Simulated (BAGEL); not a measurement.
**C2H6AlCl (dimethylaluminum chloride): a chain of runs**

Aim: a single-point energy (HF/cc-pVDZ), then a single-point energy (NEVPT2(2,2)/cc-pVDZ), then a single-point energy (CASPT2(2,2)/cc-pVDZ) of C2H6AlCl (dimethylaluminum chloride). 

The results are computed with BAGEL 1.2.2.

## (1) The structure to begin with

C2H6AlCl: 10 atoms, total charge 0, spin state singlet. SMILES: `[CH3][Al]([CH3])[Cl]`. The C3–H9 distance was set to 1.475 Å, away from the relaxed value.

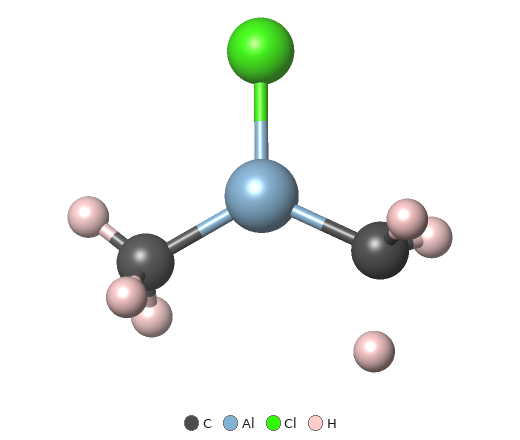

The structure, seen from a chosen angle (carbon dark grey, aluminium light blue, chlorine green, hydrogen pink).

## (2) A single-point energy at HF/cc-pVDZ (density fitting with svp-jkfit) (run 1)

The input, calc.json:

```json
{ "bagel": [

{
  "title": "molecule",
  "basis": "cc-pvdz.json",
  "df_basis": "svp-jkfit",
  "angstrom": false,
  "geometry": [
    { "atom": "C", "xyz": [ -1.25375392,  1.99199999, -2.21009895 ] },
    { "atom": "Al", "xyz": [ -0.75222060, -1.41857772, -0.95002957 ] },
    { "atom": "C", "xyz": [  1.12711203, -2.33622872,  2.06578435 ] },
    { "atom": "Cl", "xyz": [ -2.37738507, -4.42626582, -3.01550023 ] },
    { "atom": "H", "xyz": [ -2.39458158,  2.04037698, -3.92804897 ] },
    { "atom": "H", "xyz": [ -2.18444403,  3.16967731, -0.78562340 ] },
    { "atom": "H", "xyz": [  0.56321775,  2.89415524, -2.61979158 ] },
    { "atom": "H", "xyz": [ -0.08193475, -3.35479110,  3.39955305 ] },
    { "atom": "H", "xyz": [  2.18962566, -0.11961966,  3.38034209 ] },
    { "atom": "H", "xyz": [  2.68556916, -3.61236078,  1.59656535 ] }
  ]
},
{ "title": "hf" },
{ "title": "print", "file": "orbitals.molden", "orbitals": true }

]}
```

The basis set cc-pVDZ is read from a file made from the Basis Set Exchange's data (not shown).

Command:

```console
$ BAGEL_NUM_THREADS=1 BAGEL calc.json > calc.out
```

Output:

```text
* using 1 threads per process

  ===============================================================
  ===============================================================

  *** Geometry ***

  { "atom" : "C", "xyz" : [     -1.253754,      1.992000,     -2.210099 ] },
  { "atom" : "Al", "xyz" : [     -0.752221,     -1.418578,     -0.950030 ] },
  { "atom" : "C", "xyz" : [      1.127112,     -2.336229,      2.065784 ] },
[... 6 lines of this table left out ...]
  { "atom" : "H", "xyz" : [      2.685569,     -3.612361,      1.596565 ] },

  Number of auxiliary basis functions:      514

  Since a DF basis is specified, we compute 2- and 3-index integrals:
    o Being stored without compression. Storage requirement is 0.036 GB

  Number of basis functions:       94
  Number of electrons      :       48

    * METHOD: MOLECULE                             0.27

  *** RHF ***

  === Nuclear Repulsion ===
   188.4662756448

      * DIIS with orbital gradients will be used.

  === RHF iteration (cc-pvdz.json) ===
      0       -780.51848409          0.01347249           0.10
      1       -780.66552204          0.00583624           0.09
      2       -780.69099039          0.00120940           0.09
[... 9 lines of this table left out ...]
     12       -780.69255942          0.00000001           0.09
    * SCF iteration converged.

    * Permanent dipole moment:
           (   -0.283759,    -0.534029,    -0.359223) a.u.

    * METHOD: HF                                   1.43

    * METHOD: PRINT                                0.02

  ===============================================================
```

Wall time 1.9 s (1 thread of Arm Neoverse V2, shared host); peak memory 0.15 GiB.

## (3) The energy at NEVPT2(2,2)/cc-pVDZ (density fitting with svp-jkfit) (run 2)

The input, job.json:

```json
{ "bagel" : [

{
  "title" : "molecule",
  "basis" : "cc-pvdz.json",
  "df_basis" : "svp-jkfit",
  "angstrom" : "false",
  "geometry" : [
    { "atom" : "C", "xyz" : [    -1.25375392,     1.99199999,    -2.21009895 ] },
    { "atom" : "Al", "xyz" : [    -0.75222060,    -1.41857772,    -0.95002957 ] },
    { "atom" : "C", "xyz" : [     1.12711203,    -2.33622872,     2.06578435 ] },
    { "atom" : "Cl", "xyz" : [    -2.37738507,    -4.42626582,    -3.01550023 ] },
    { "atom" : "H", "xyz" : [    -2.39458158,     2.04037698,    -3.92804897 ] },
    { "atom" : "H", "xyz" : [    -2.18444403,     3.16967731,    -0.78562340 ] },
    { "atom" : "H", "xyz" : [     0.56321775,     2.89415524,    -2.61979158 ] },
    { "atom" : "H", "xyz" : [    -0.08193475,    -3.35479110,     3.39955305 ] },
    { "atom" : "H", "xyz" : [     2.18962566,    -0.11961966,     3.38034209 ] },
    { "atom" : "H", "xyz" : [     2.68556916,    -3.61236078,     1.59656535 ] }
  ]
},

{ "title" : "hf", "charge" : 0 },

{
  "title" : "nevpt2",
  "nstate" : 1,
  "nact" : 2,
  "nclosed" : 23,
  "charge" : 0,
  "active" : [20, 27],
  "maxiter" : 200,
  "natocc" : "true",
  "ncore" : 12
},

{ "title" : "print", "file" : "orbitals.molden", "orbitals" : "true" }

]}
```

The basis set cc-pVDZ is read from a file made from the Basis Set Exchange's data (not shown).

Command:

```console
$ BAGEL_NUM_THREADS=1 BAGEL job.json > job.out
```

Output:

```text
* using 1 threads per process

  ===============================================================
  ===============================================================

  *** Geometry ***

  { "atom" : "C", "xyz" : [     -1.253754,      1.992000,     -2.210099 ] },
  { "atom" : "Al", "xyz" : [     -0.752221,     -1.418578,     -0.950030 ] },
  { "atom" : "C", "xyz" : [      1.127112,     -2.336229,      2.065784 ] },
[... 6 lines of this table left out ...]
  { "atom" : "H", "xyz" : [      2.685569,     -3.612361,      1.596565 ] },

[... 23 lines left out ...]
    * SCF iteration converged.
[... 1 line left out ...]
    * Permanent dipole moment:
[... 28 lines left out ...]
    * Second-order optimization converged. *
[... 9 lines left out ...]
     * ci vector, state   0, <S^2> = 0.0000
       2.     0.9860380934
       .2    -0.1665199036

  === DF-NEVPT2 calculation ===

    * 3-index integral transformation done
    * assembly done

      NEVPT2 correlation energy:   -0.4698303553      0.19

          (+0)     -0.4163652040
          (+0)'    -0.0155269343
          (+1)     -0.0051699089
          (+1)'    -0.0000000000
          (+2)     -0.0003536484
          (-1)     -0.0254706577
          (-1)'     0.0000000000
          (-2)     -0.0069440020

      NEVPT2 total energy:       -781.1889220925

    * METHOD: NEVPT2                               5.56

    * METHOD: PRINT                                0.02

  ===============================================================
```

It took 7.5 s on 1 thread of Arm Neoverse V2, shared host; peak memory 0.15 GiB.

## (4) The energy at CASPT2(2,2)/cc-pVDZ (density fitting with svp-jkfit) (run 3)

The input, input.json:

```json
{ "bagel": [

{
  "title": "molecule",
  "basis": "cc-pvdz.json",
  "df_basis": "svp-jkfit",
  "geometry": [
    { "atom": "C", "xyz": [    -1.25375392,     1.99199999,    -2.21009895 ] },
    { "atom": "Al", "xyz": [    -0.75222060,    -1.41857772,    -0.95002957 ] },
    { "atom": "C", "xyz": [     1.12711203,    -2.33622872,     2.06578435 ] },
    { "atom": "Cl", "xyz": [    -2.37738507,    -4.42626582,    -3.01550023 ] },
    { "atom": "H", "xyz": [    -2.39458158,     2.04037698,    -3.92804897 ] },
    { "atom": "H", "xyz": [    -2.18444403,     3.16967731,    -0.78562340 ] },
    { "atom": "H", "xyz": [     0.56321775,     2.89415524,    -2.61979158 ] },
    { "atom": "H", "xyz": [    -0.08193475,    -3.35479110,     3.39955305 ] },
    { "atom": "H", "xyz": [     2.18962566,    -0.11961966,     3.38034209 ] },
    { "atom": "H", "xyz": [     2.68556916,    -3.61236078,     1.59656535 ] }
  ]
},

{ "title": "hf", "charge": 0 },

{ "title": "casscf", "nstate": 1, "nact": 2, "nclosed": 23, "charge": 0, "active": [20, 27], "maxiter": 200, "natocc": true },

{ "title": "print", "file": "orbitals.molden", "orbitals": true },

{ "title": "smith", "method": "caspt2", "ms": true, "xms": true, "sssr": true, "shift": 0.2, "shift_imag": true, "ncore": 12 }

]}
```

The basis set cc-pVDZ is read from a file made from the Basis Set Exchange's data (not shown).

Command:

```console
$ BAGEL_NUM_THREADS=1 BAGEL input.json > input.out
```

Output:

```text
* using 1 threads per process

  ===============================================================
  ===============================================================

  *** Geometry ***

  { "atom" : "C", "xyz" : [     -1.253754,      1.992000,     -2.210099 ] },
  { "atom" : "Al", "xyz" : [     -0.752221,     -1.418578,     -0.950030 ] },
  { "atom" : "C", "xyz" : [      1.127112,     -2.336229,      2.065784 ] },
[... 6 lines of this table left out ...]
  { "atom" : "H", "xyz" : [      2.685569,     -3.612361,      1.596565 ] },

[... 25 lines left out ...]
    * Permanent dipole moment:
[... 37 lines left out ...]
     * ci vector, state   0, <S^2> = 0.0000
[... 21 lines left out ...]
       #      aibj      arbs      arbi      airj      risj      airs      arst      rist         Etot      error   time
[... 9 lines left out ...]
      ------------------------------------------------------------------------------------------------------------------

    * CASPT2 energy : state  0     -781.1915040319
        w/o shift correction       -781.1885044411
        reference weight              0.8491007689

    * METHOD: SMITH                                0.83

  ===============================================================
```

Run time: 8.1 s. Hardware: 1 thread of Arm Neoverse V2, shared host; peak memory 0.22 GiB.

## (5) Summary of results

| quantity | value |
| --- | --- |
| run 1, HF/cc-pVDZ: total energy | -780.69256 Eh |
| run 1, HF/cc-pVDZ: dipole moment | 1.79 D |
| run 1, HF/cc-pVDZ: HOMO energy | -10.96 eV |
| run 1, HF/cc-pVDZ: LUMO energy | 2.15 eV |
| run 1, HF/cc-pVDZ: HOMO–LUMO gap | 13.11 eV |
| run 2, NEVPT2(2,2)/cc-pVDZ: total energy | -781.18892 Eh |
| run 3, CASPT2(2,2)/cc-pVDZ: total energy | -781.19150 Eh |
